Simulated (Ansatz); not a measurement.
**One shape, several levels: SnTe (SMILES [Sn][Te])**

Wanted: a comparison of 6 runs (B3LYP/STO-3G, BLYP/STO-3G, SVWN5/STO-3G, wB97M-V/STO-3G, MP2/STO-3G, UCCSD(T)/STO-3G) of SnTe. 

The results are computed with Ansatz 0.2.0.

45 further runs of the same task are left out: 16 that didn't finish, 29 set aside as unsound or not needed.

## 1. The system as given

The species is SnTe (2 atoms), meant as a singlet with charge 0. SMILES: `[Sn][Te]`. The Te2–Sn1 distance was set to 3.147 Å, away from the relaxed value.

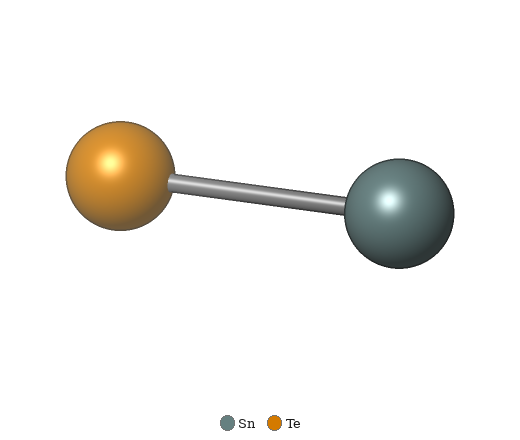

Viewed from a chosen angle; tin teal, tellurium orange.

## 2. The energy at B3LYP/STO-3G (run 1)

molecule.yaml

```yaml
crystal:
  periodic: [false, false, false]
  atoms:
    - symbol: Sn
      position_ang: [0.000000, 0.000000, -0.620070]
    - symbol: Te
      position_ang: [-0.000000, -0.000000, 2.527330]
basis:
  gaussian:
    orbitals: STO-3G
hamiltonian:
  xc: {name: B3LYP}
accuracy: high
```

On the command line:

```bash
ansatz run molecule.yaml --threads 1 --pin off --max-ram 3480MiB --events-out events.jsonl --progress --plain --runs-dir runs
```

Standard output:

```text
Warning: RAYON_NUM_THREADS=1 ignored (pool sized by the plan → 1); use --threads N
Functional definition: B3LYP
  name "B3LYP"
  parameter a0 = 0.2
  parameter ax = 0.72
  parameter ac = 0.81
  exchange = (1 - a0 - ax)*slater_x + ax*b88_x + a0*exact_x
  correlation = (1 - ac)*vwn_rpa_c + ac*lyp_c
807 factors; integrals over basis functions are off by at most 1.6e-8 eV
mean field evaluation 1: about -340528.9042 eV, gradient 2.3e1 eV
mean field evaluation 2: about -340446.6537 eV, gradient 5.8e1 eV
mean field evaluation 4: about -340530.0648 eV, gradient 2.3e1 eV
mean field evaluation 8: about -340531.1545 eV, gradient 2.2e1 eV
mean field evaluation 16: about -340536.7597 eV, gradient 4.4e-8 eV
mean field -340536.75966942 eV, -12514.4950937450 hartree, gradient 4.4e-8 eV, S^2 0.000000; 0 other end points of the search recorded, 0 dependent functions left out
reference -340536.75969920 eV, -12514.4950948395 hartree; 51, 51 occupied and 3, 3 virtual orbitals, 807 factors
Total energy: -340536.75969920 eV, -12514.4950948395 hartree
```

It took 2.2 s on 1 thread of AMD EPYC 9R14 (Zen 4), shared host; peak memory 0.19 GiB.

## 3. The energy at BLYP/STO-3G (run 2)

input.yaml

```yaml
crystal:
  periodic: [false, false, false]
  atoms:
    - {symbol: Sn, position_ang: [0.000000, 0.000000, -0.620070]}
    - {symbol: Te, position_ang: [-0.000000, -0.000000, 2.527330]}
basis:
  gaussian:
    orbitals: STO-3G
hamiltonian:
  xc: {name: BLYP}
accuracy: high
```

On the command line:

```bash
ansatz run input.yaml --threads 1 --pin off --max-ram 3480MiB --events-out events.jsonl --progress --plain --runs-dir runs
```

Standard output:

```text
Warning: RAYON_NUM_THREADS=1 ignored (pool sized by the plan → 1); use --threads N
Functional definition: BLYP
  name "BLYP"
  parameter beta = 0.0042
  parameter a = 0.04918
  parameter b = 0.132
  parameter c = 0.2533
  parameter d = 0.349
  exchange = b88_x(beta = beta)
  correlation = lyp_c(a = a, b = b, c = c, d = d)
807 factors; integrals over basis functions are off by at most 1.6e-8 eV
mean field evaluation 1: about -340521.5877 eV, gradient 2.3e1 eV
mean field evaluation 2: about -340433.9496 eV, gradient 5.1e1 eV
mean field evaluation 4: about -340518.6141 eV, gradient 2.6e1 eV
mean field evaluation 8: about -340529.7723 eV, gradient 2.2e-2 eV
mean field evaluation 16: about -340520.1143 eV, gradient 1.8e1 eV
mean field evaluation 32: about -340528.8708 eV, gradient 4.5e0 eV
mean field -340529.74611918 eV, -12514.2373505278 hartree, gradient 2.0e-8 eV, S^2 0.000000; 2 other end points of the search recorded, 0 dependent functions left out
reference -340529.74615987 eV, -12514.2373520230 hartree; 51, 51 occupied and 3, 3 virtual orbitals, 807 factors
Total energy: -340529.74615987 eV, -12514.2373520230 hartree
```

Wall time 2.9 s (1 thread of AMD EPYC 9R14 (Zen 4), shared host); peak memory 0.13 GiB.

Runs 3 to 4 aren't shown in full; the table further down has their settings and results.

## 4. The energy at MP2/STO-3G (run 5)

job.yaml

```yaml
crystal:
  periodic: [false, false, false]
  atoms:
    - {symbol: Sn, position_ang: [0.000000, 0.000000, -0.620070]}
    - {symbol: Te, position_ang: [-0.000000, -0.000000, 2.527330]}
basis:
  gaussian:
    orbitals: STO-3G
correlation:
  method: mp2
  frozen_orbitals: {Sn: 18, Te: 18}
accuracy: high
```

On the command line:

```bash
ansatz run job.yaml --threads 1 --pin off --max-ram 3480MiB --events-out events.jsonl --progress --plain --runs-dir runs
```

Standard output (excerpt; [...] marks lines left out):

```text
Warning: RAYON_NUM_THREADS=1 ignored (pool sized by the plan → 1); use --threads N
Functional definition: HF
  name "HF"
[...]
807 factors; integrals over basis functions are off by at most 1.6e-8 eV
[...]
mean field -340423.91503218 eV, -12510.3481298153 hartree, gradient 5.7e-8 eV, S^2 0.000000; 6 other end points of the search recorded, 0 dependent functions left out; unrestricted orbitals would lower it
[...]
unrestricted determinant -340425.32084013 eV, -12510.3997923048 hartree, S^2 1.0213
36 core orbitals not correlated: weight in the atoms' cores, before any rotation towards them, 1.000 or more for the frozen orbitals, at most 0.000 for the correlated occupied ones
reference -340423.91503218 eV, -12510.3481298153 hartree; 15, 15 occupied and 3, 3 virtual orbitals, 807 factors
second order -1.87018333 eV of doubles, -0.00000000 eV of singles
Total energy: -340425.78521551 eV, -12510.4168577851 hartree
```

Wall time 4.5 s (1 thread of AMD EPYC 9R14 (Zen 4), shared host); peak memory 0.2 GiB.

## 5. A single-point energy at UCCSD(T)/STO-3G (run 6)

job.yaml

```yaml
basis:
  gaussian:
    orbitals: STO-3G
crystal:
  periodic: [false, false, false]
  atoms:
    - symbol: Sn
      position_ang: [0.000000, 0.000000, -0.620070]
    - symbol: Te
      position_ang: [-0.000000, -0.000000, 2.527330]
scf:
  omitted_lower_state_checks: [cluster_reference, increment]
accuracy: high
magnetization:
  spin_polarized: true
  initial_magnetization: 0
correlation:
  method: ccsd_t
  frozen_orbitals: {Sn: 18, Te: 18}
```

On the command line:

```bash
ansatz run job.yaml --threads 1 --pin off --max-ram 3480MiB --events-out events.jsonl --progress --plain --runs-dir runs
```

Standard output:

```text
Warning: RAYON_NUM_THREADS=1 ignored (pool sized by the plan → 1); use --threads N
[... 21 lines left out ...]
36 core orbitals not correlated: weight in the atoms' cores, before any rotation towards them, 1.000 or more for the frozen orbitals, at most 0.000 for the correlated occupied ones
[... 51 lines left out ...]
WARN: these amplitudes may be one of several solutions (largest doubles amplitude 0.51, level shift 0.00 eV)
Total energy: -340426.79749548 eV, -12510.4540583880 hartree
Checks for a lower state left out: cluster_reference, increment
```

It took 22 s on 1 thread of AMD EPYC 9R14 (Zen 4), shared host; peak memory 0.25 GiB.

## 6. The series

| run | level | frozen core orbitals | energy (Eh) | wall time |
| --- | --- | --- | --- | --- |
| 1 | B3LYP/STO-3G | – | -12514.495095 | 2.2 s |
| 2 | BLYP/STO-3G | – | -12514.237352 | 2.9 s |
| 3 | SVWN5/STO-3G | – | -12502.784179 | 1.8 s |
| 4 | wB97M-V/STO-3G | – | -12514.702366 | 16 s |
| 5 | MP2/STO-3G | 36 | -12510.416858 | 4.5 s |
| 6 | UCCSD(T)/STO-3G | 36 | -12510.454058 | 22 s |

## 7. Results

```
                                           quantity            value
                                run 6: total energy  -12510.45406 Eh
run 6: correlation energy (36 core orbitals frozen)        -54.3 mEh
                              run 6: (T) correction        -4.18 mEh
           run 6: ⟨S²⟩ of the reference determinant            1.021
                               run 6: T1 diagnostic            0.086
```

In words: Totals of different functionals can't be ranked against each other. In run 5 the log says that unrestricted orbitals would lower the reference, so the values rest on an unstable closed-shell determinant (other closed-shell runs at this shape may share the fault). In runs 1, 2, 3, 4, 5, 6 the basis is minimal, so the values are rough. In runs 1, 2, 3, 4, 5, 6 relativity is left out where basis or elements ask for it. Spin contamination of the reference: run 6 ⟨S²⟩ = 1.02. Where it is this large, the reference is a mixture of spin states, and values that rest on it are in doubt. All runs together took 49 s, the longest 22 s.
